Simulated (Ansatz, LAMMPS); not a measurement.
**Liquid mixture of dimethyl sulfoxide and H2O at 300 K (89 atoms), the geometry as built**

8 dimethyl sulfoxide, 3 H2O placed at random, at 1.09 g/cm³; overlaps pushed apart, then 10 ps at 450 K with MMFF94 bonds, angles, torsions, charges and radii (Halgren, J. Comput. Chem. 17, 490 (1996)) in harmonic and 12-6 forms; SPC/E water (Berendsen, Grigera and Straatsma, J. Phys. Chem. 91, 6269 (1987)). Snapshot after 20 ps at 300 K and fixed volume.

This is the geometry as built. Method: Kohn-Sham DFT, PBE+D4, PAW (set soft_2), plane waves (Ansatz 0.2.0); cutoff 420 eV, Γ point, fixed occupations; density 1.09 g/cm³.

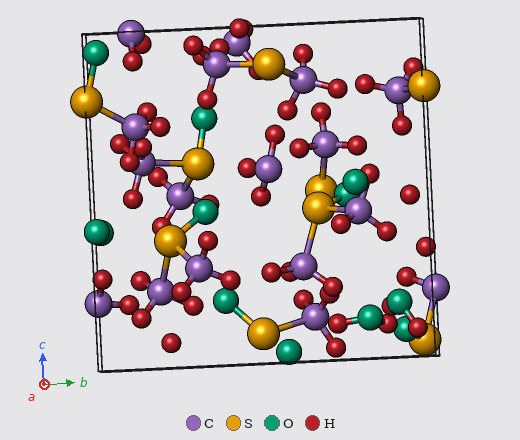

The structure (carbon purple, sulfur orange, oxygen teal, hydrogen red). Bonds to atoms that aren't drawn are left out. Some periodic images of atoms are drawn too.

Cell vectors (Å):

```
10.111 0.000 0.000
0.000 10.111 0.000
0.000 0.000 10.111
```

Positions (Å):

```
1 C 4.663 1.541 6.198
2 S 3.848 3.206 6.082
3 C 2.423 2.619 5.147
4 O 3.375 3.458 7.432
5 H 4.769 1.223 5.119
6 H 3.916 0.906 6.784
7 H 5.706 1.583 6.653
8 H 1.813 3.464 4.853
9 H 1.732 1.967 5.753
10 H 2.679 2.024 4.250
11 C 1.041 4.513 9.659
12 S 2.158 4.903 0.912
13 C 1.283 6.468 1.348
14 O 1.895 3.825 1.953
15 H 1.147 3.472 9.320
16 H 1.325 5.129 8.807
17 H 0.012 4.715 10.049
18 H 1.945 6.938 2.014
19 H 0.295 6.129 1.879
20 H 1.194 7.042 0.394
21 C 2.719 0.022 2.043
22 S 3.561 9.739 0.502
23 C 3.713 1.396 10.070
24 O 4.909 9.214 0.839
25 H 2.156 9.267 2.408
26 H 2.086 0.929 1.964
27 H 3.512 0.181 2.759
28 H 4.394 1.414 9.240
29 H 3.993 2.153 0.761
30 H 2.715 1.685 9.752
31 C 1.276 7.022 6.490
32 S 0.176 6.822 5.117
33 C 9.560 5.372 5.804
34 O 9.301 7.956 5.296
35 H 1.729 7.974 6.407
36 H 2.060 6.243 6.407
37 H 0.749 6.931 7.457
38 H 0.215 4.650 5.897
39 H 8.763 5.104 4.999
40 H 9.127 5.616 6.823
41 C 6.303 1.946 2.306
42 S 7.365 2.316 3.802
43 C 8.728 3.146 2.934
44 O 6.688 3.398 4.627
45 H 6.037 2.894 1.838
46 H 5.446 1.345 2.654
47 H 6.845 1.333 1.528
48 H 9.362 3.461 3.745
49 H 8.344 4.068 2.531
50 H 9.348 2.592 2.256
51 C 5.791 3.936 9.023
52 S 6.677 5.506 8.948
53 C 5.190 6.501 8.433
54 O 7.051 5.698 0.314
55 H 4.844 4.030 9.500
56 H 6.484 3.274 9.615
57 H 5.684 3.602 7.985
58 H 5.502 7.515 8.122
59 H 4.465 6.523 9.218
60 H 4.675 5.973 7.547
61 C 8.172 9.359 7.972
62 S 9.726 0.037 8.071
63 C 8.977 1.449 7.249
64 O 9.865 0.390 9.525
65 H 7.773 9.413 6.916
66 H 7.448 9.834 8.640
67 H 8.326 8.373 8.207
68 H 8.854 1.231 6.216
69 H 9.750 2.204 7.221
70 H 8.054 1.814 7.680
71 C 4.950 6.231 2.859
72 S 5.097 6.767 4.585
73 C 6.431 7.964 4.445
74 O 3.935 7.619 4.949
75 H 5.596 5.268 2.721
76 H 5.183 7.081 2.204
77 H 3.945 5.812 2.721
78 H 6.184 8.788 3.781
79 H 7.316 7.436 4.064
80 H 6.593 8.360 5.527
81 O 9.652 9.099 1.644
82 H 8.690 8.852 1.535
83 H 9.956 9.618 0.845
84 O 10.091 0.157 4.169
85 H 9.829 9.976 3.249
86 H 9.811 9.573 4.831
87 O 7.242 8.178 1.222
88 H 6.404 8.685 1.021
89 H 7.081 7.201 1.088
```

**Question.** What force acts on each atom, and what charge does it carry?

Columns: atom, q, fx, fy, fz (forces in eV/Å, q the Löwdin charge in e).

```
1 -0.55 -0.012 -0.389 -0.540
2 1.24 1.230 -1.270 -2.421
3 -0.59 -0.958 -1.240 0.000
4 -0.80 -1.378 1.025 2.863
5 0.19 -0.078 -0.123 1.093
6 0.19 1.032 0.496 -0.729
7 0.19 -1.312 0.153 -0.359
8 0.21 0.067 0.502 -0.319
9 0.19 0.801 0.310 -0.094
10 0.22 0.105 0.432 0.194
11 -0.58 -0.688 -0.142 0.044
12 1.15 -0.141 -0.616 -0.128
13 -0.55 -1.685 -1.850 -0.466
14 -0.78 0.113 0.597 0.001
15 0.22 0.110 0.065 0.386
16 0.21 -0.150 0.334 -0.134
17 0.20 0.473 -0.165 -0.532
18 0.22 0.691 0.975 1.161
19 0.19 1.517 0.941 -1.126
20 0.21 -0.320 -0.241 0.744
21 -0.59 -0.442 -0.024 0.309
22 1.19 -1.312 1.335 -0.717
23 -0.58 -0.153 0.278 1.293
24 -0.76 0.716 -0.228 0.309
25 0.24 -0.199 0.102 -0.174
26 0.23 0.153 -0.482 -0.086
27 0.20 0.472 0.260 0.412
28 0.21 0.389 0.067 -0.502
29 0.19 -0.048 -1.120 -0.593
30 0.23 -0.298 -0.063 -0.322
31 -0.60 0.676 -1.276 0.557
32 1.25 0.425 1.028 0.342
33 -0.58 -3.054 0.432 -0.664
34 -0.76 -0.328 -0.290 0.017
35 0.25 0.712 1.176 -0.144
36 0.21 -0.117 0.309 0.130
37 0.17 -0.117 0.026 -0.310
38 0.21 0.848 -1.184 -0.032
39 0.20 0.936 -0.097 1.715
40 0.19 0.122 -0.291 -1.085
41 -0.58 0.699 -0.519 -0.175
42 1.16 -0.089 -0.577 -0.474
43 -0.61 -0.332 0.425 0.807
44 -0.77 0.155 -0.128 -0.511
45 0.19 -0.325 0.208 0.114
46 0.19 0.144 0.402 -0.084
47 0.21 -0.126 0.388 0.902
48 0.22 0.554 -0.037 0.547
49 0.21 -0.409 0.441 -0.681
50 0.24 0.022 -0.687 -0.540
51 -0.56 1.924 -0.611 -0.420
52 1.15 -0.461 -0.100 0.687
53 -0.58 0.155 -0.482 -1.631
54 -0.75 -0.215 0.166 -0.675
55 0.22 -0.889 0.218 0.441
56 0.20 -0.571 0.415 -0.592
57 0.21 -0.038 -0.195 0.227
58 0.22 -0.049 -0.327 0.211
59 0.22 -0.439 0.123 0.927
60 0.21 0.999 0.569 1.003
61 -0.61 -1.706 0.749 -1.792
62 1.24 -0.541 0.816 -0.290
63 -0.61 1.370 0.954 0.016
64 -0.76 0.690 0.516 0.262
65 0.20 0.516 -0.150 0.869
66 0.21 0.153 0.073 0.262
67 0.24 0.005 -2.736 0.795
68 0.24 -0.327 -0.622 -1.226
69 0.21 0.246 0.809 0.327
70 0.20 -0.216 -0.023 0.477
71 -0.58 0.841 -1.566 -0.111
72 1.21 0.811 -0.457 0.366
73 -0.56 0.610 -0.114 1.341
74 -0.81 -1.514 0.535 0.155
75 0.20 -0.487 1.868 0.156
76 0.20 -0.107 -0.405 -0.188
77 0.20 -0.170 0.419 0.161
78 0.20 -0.258 0.140 -0.234
79 0.22 0.072 0.318 0.249
80 0.18 -0.136 -0.749 -1.751
81 -0.74 0.569 0.449 0.199
82 0.38 0.364 -0.004 -0.394
83 0.37 -0.832 -0.537 0.570
84 -0.78 -0.039 0.360 0.417
85 0.38 0.104 -0.448 0.629
86 0.37 0.148 0.231 -1.355
87 -0.71 -0.453 0.110 0.072
88 0.38 0.667 -0.740 0.203
89 0.38 0.111 0.756 -0.357
```

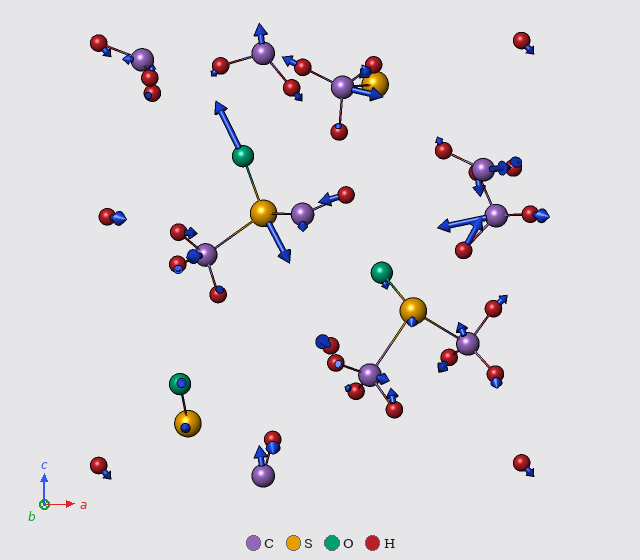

The forces as arrows, the longest 3.34 eV/Å. Drawn is a slice 4 Å thick, seen along the normal of the ac plane. Bonds to atoms that aren't drawn are left out.

The force components of 0.74 eV/Å r.m.s. hold both thermal displacement and the mismatch between the potential that made the cell and DFT, above all in bond lengths inside molecules. The network of contacts between molecules at the start is that of the classical potential that made the cell, and needn't be the one that DFT or experiment would give. The density was typed from a rule of thumb and may lie off the real one at this temperature. Only the Γ point is sampled, in a cell whose shortest periodic width is 10 Å. The Löwdin charges lack the electrons that the projection spills, 0.046 e an atom on average.

The r.m.s. force component is 0.741 eV/Å; the longest force, 3.34 eV/Å, acts on O4.

[Logs are printed without paths, hosts, clocks, repeated set-up lines and the standing remarks that a program may print on its own settings, such as how far it seeks lower states.]

[Hosts, paths, dates, database ids (printed as entryN), source tags and the programs' standing remarks are cut or masked in the printed files.]

[The MMFF94 radii named for the starting cell were scaled by 0.96; in molecules described by MMFF94, hydrogen bound to N, O or S took a small fixed 12-6 site in their place.]
